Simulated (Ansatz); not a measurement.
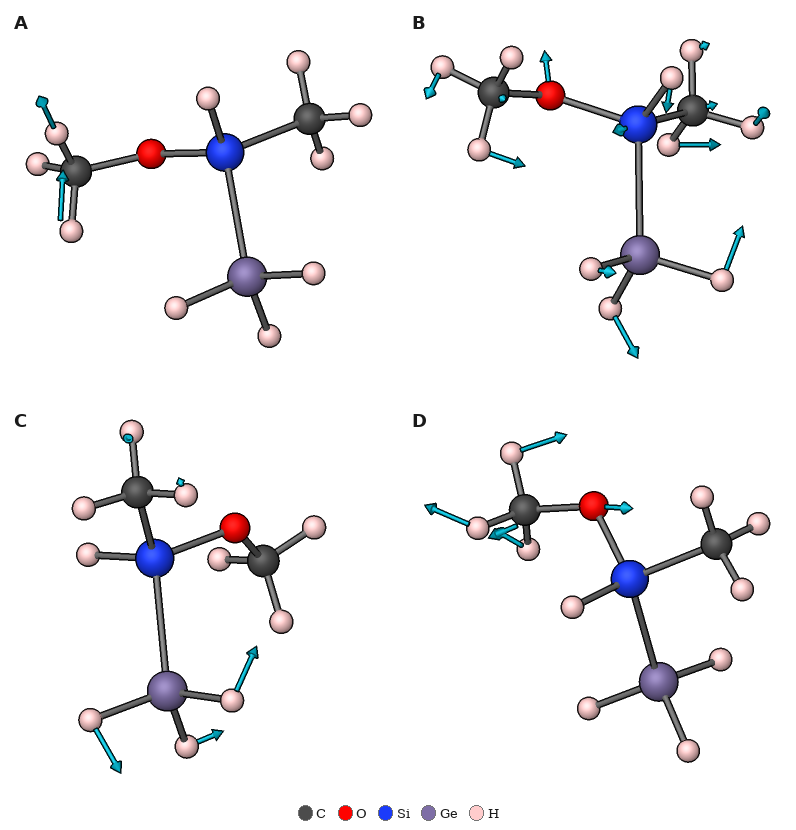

4 normal modes of one molecule or complex, as arrows. Harmonic vibrations computed with RKS PBE0-D4/def2-TZVP (Ansatz 0.2.0) at a stationary point of the same level.

### Match the panels to the wavenumbers 195 cm⁻¹, 457 cm⁻¹, 1149 cm⁻¹, 3070 cm⁻¹.

A: 3070 cm⁻¹, out-of-phase stretching of 2 C–H bonds
B: 195 cm⁻¹
C: 457 cm⁻¹, H–Ge–Si bending
D: 1149 cm⁻¹
